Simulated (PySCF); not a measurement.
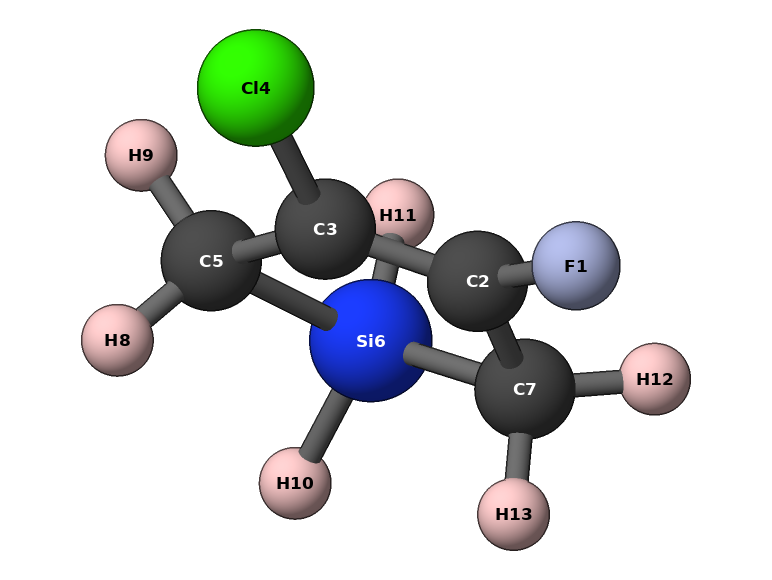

Geometry: a frame of a GFN2-xTB molecular-dynamics simulation, not a minimum. Method: GIAO PBE0/pcSseg-1 NMR shielding, non-relativistic, gas phase (PySCF 2.14.0). Principal shieldings σ11 ≤ σ22 ≤ σ33, span Ω = σ33 − σ11, skew κ = 3(σiso − σ22)/Ω.

Give the shielding tensors of the Cl atoms.

```
atom    σ11    σ22    σ33   σiso      Ω     κ
 Cl4  514.2  699.5  947.2  720.3  433.0  0.14
```

Shieldings and span in ppm.
